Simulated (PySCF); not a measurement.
## Electronic structure of C5H10B2Si (SMILES BC1=CCC=C(B)[SiH2]1) in real space

Input file:

```
{"job": {"kind": "uv", "xc": "wB97X-D", "basis": "def2-SVPD", "nstates": 8, "ntriplets": 3}, "charge": 0, "multiplicity": 1}
B      2.983300     0.091764    -0.323267
C      1.459965    -0.132243    -0.325184
C      0.963034    -1.381624    -0.274656
C     -0.461874    -1.815044    -0.286053
C     -1.550237    -0.786320    -0.218694
C     -1.446595     0.537956    -0.253025
B     -2.482055     1.651560    -0.181130
Si     0.273823     1.325798    -0.414197
H      3.414883     1.169844    -0.462611
H      3.713362    -0.813901    -0.187862
H      1.653856    -2.220704    -0.231522
H     -0.603898    -2.518592     0.545771
H     -0.616204    -2.416093    -1.194143
H     -2.536174    -1.238657    -0.139494
H     -2.799170     2.095865     0.855106
H     -2.896371     2.129346    -1.166646
H      0.401901     2.042898    -1.695439
H      0.519695     2.284465     0.676630
```

Run with:

```sh
OMP_NUM_THREADS=1 python probes_run.py task.json out
```

Geometry: GFN2-xTB.

These are results of wB97X-D/def2-SVPD, SCF density, gas phase (PySCF), not measurements.

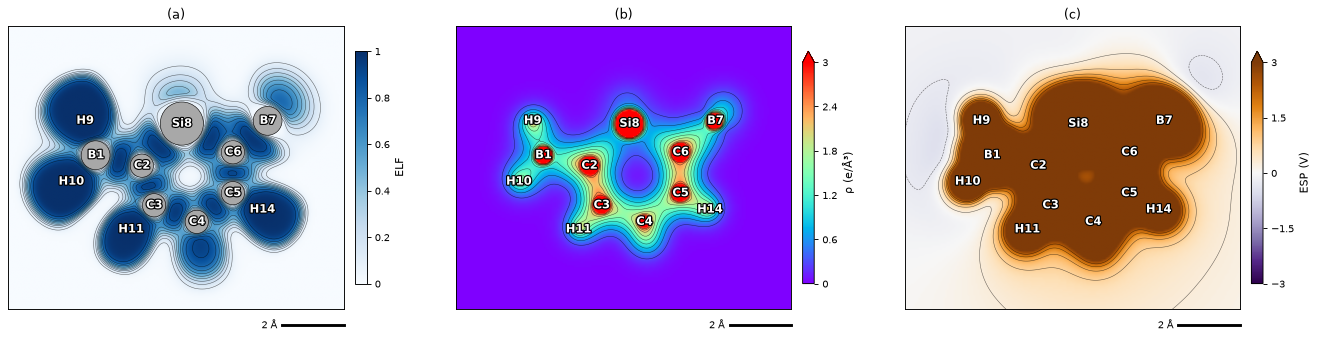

Figure 1. (a) ELF; (b) electron density; (c) molecular electrostatic potential on the plane of atoms C2, Si8 and C6. Grey discs cover the atomic cores in the ELF map.

Q: Read the bonding off the picture.

A:
- The plane passes through B, C, Si and H nuclei.
- C–C (1.33 Å): the density is about 2.2 e/Å³ at the midpoint; the ELF peaks at about 0.90 between the atoms; a multiple bond.
- C–B (1.52 Å): ρ is about 1.5 e/Å³ halfway; the ELF peaks at about 0.95 between the atoms, as expected for localised, covalent bonding.
- C–Si (1.88 Å): ρ at the midpoint is about 0.95 e/Å³; the ELF peaks at about 0.95 between the atoms: a shared electron pair.
- C–H (1.09 Å): ρ at the midpoint is about 2 e/Å³; the ELF climbs to about 1 towards the hydrogen, as it does in any bond to H: a covalent bond by its length.
- C–C (1.49 Å): the density is about 1.8 e/Å³ at the midpoint; the ELF peaks at about 0.95 between the atoms: a covalent bond.
- Outside the dense part of the molecule the potential is most negative (−0.5 V) near H9.

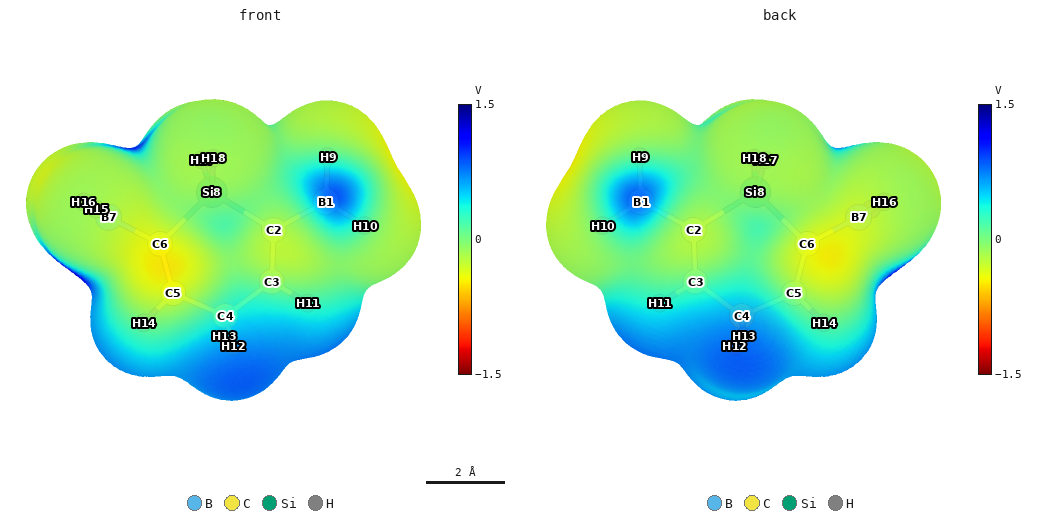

Figure 2. The electrostatic potential painted on the density surface at 0.001 e/bohr³, seen from the front and from behind; red is negative and blue positive.

Q: Which sites attract a positive test charge, and which a negative one?

A: A positive charge is drawn to the negative regions and a negative charge to the positive ones. The most negative region (about −0.5 V, or −12 kcal/mol for a unit charge) lies over the π face of C5 and C6, the most positive (about +1.1 V, or +25 kcal/mol for a unit charge) over B7.
